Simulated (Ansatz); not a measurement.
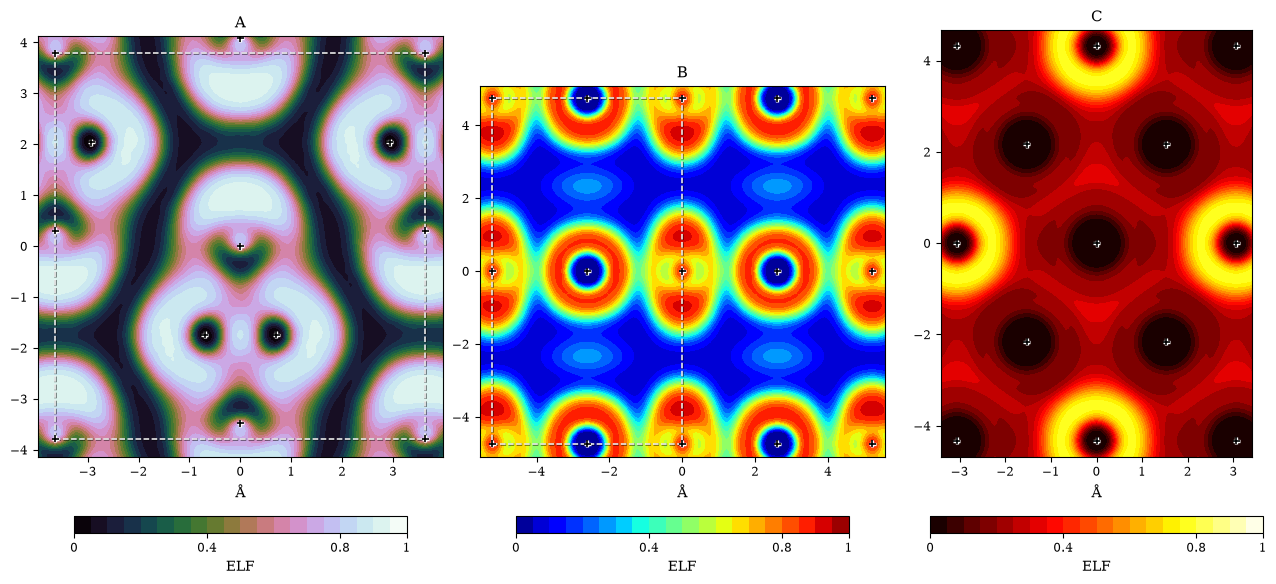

The electron localisation function of 3 systems, each on a plane through atoms (crosses mark nuclei in the plane).

These are results of Ansatz 0.2.0, DFT PBE, scalar-relativistic, plane waves, PAW, not measurements.

System 1: Si₅Br₂, the (101) plane of the conventional cell. Space group Pmmm; a structure generated by program, which may or may not match a known phase.

```cif
data_structure
_symmetry_space_group_name_H-M 'P 1'
_symmetry_Int_Tables_number 1
_cell_length_a 5.2074
_cell_length_b 5.2144
_cell_length_c 7.9224
_cell_angle_alpha 90.000
_cell_angle_beta 90.000
_cell_angle_gamma 90.000
_cell_volume 215.12
loop_
_atom_site_label
_atom_site_type_symbol
_atom_site_fract_x
_atom_site_fract_y
_atom_site_fract_z
_atom_site_occupancy
Si1 Si 0.00000 0.00000 0.35309 1
Si2 Si 0.00000 0.00000 0.64691 1
Si3 Si 0.50000 0.50000 0.50000 1
Si4 Si 0.50000 0.00000 0.00000 1
Si5 Si 0.00000 0.50000 0.00000 1
Br1 Br 0.50000 0.00000 0.50000 1
Br2 Br 0.00000 0.00000 0.00000 1
```

System 2: Li₄Si₂C₃, the (001) plane of the conventional cell. Space group F222; a structure generated by program, which may or may not match a known phase.

System 3: Zn₇B, the (101̄) plane of the conventional cell. Space group Im-3m; a structure generated by program, which may or may not match a known phase; computed without spin polarisation.

```xyz
16
Lattice="6.1195 0.0000 0.0000 0.0000 6.1195 0.0000 0.0000 0.0000 6.1195" Properties=species:S:1:pos:R:3 pbc="T T T"
Zn    3.0598    0.0000    0.0000
Zn    0.0000    3.0598    3.0598
Zn    0.0000    0.0000    3.0598
Zn    3.0598    3.0598    0.0000
Zn    0.0000    3.0598    0.0000
Zn    3.0598    0.0000    3.0598
Zn    1.5299    1.5299    4.5896
Zn    4.5896    4.5896    1.5299
Zn    1.5299    4.5896    1.5299
Zn    4.5896    1.5299    4.5896
Zn    4.5896    1.5299    1.5299
Zn    1.5299    4.5896    4.5896
Zn    1.5299    1.5299    1.5299
Zn    4.5896    4.5896    4.5896
B     0.0000    0.0000    0.0000
B     3.0598    3.0598    3.0598
```

**Which map belongs to which system?**

Panel A is system 2, Li₄Si₂C₃: the plane holds Si and C. C–C (1.40 Å): the ELF peaks at about 0.85 between the atoms. Panel B is system 1, Si₅Br₂: the plane holds Si and Br. Si–Br (2.61 Å): the ELF is about 0.50 at the midpoint. Panel C is system 3, Zn₇B: the plane holds Zn and B. Zn–B (2.65 Å): the ELF peaks at about 0.80 in the valence shell of B, 0.8 Å from its nucleus, and drops to about 0.20 between the two atoms.
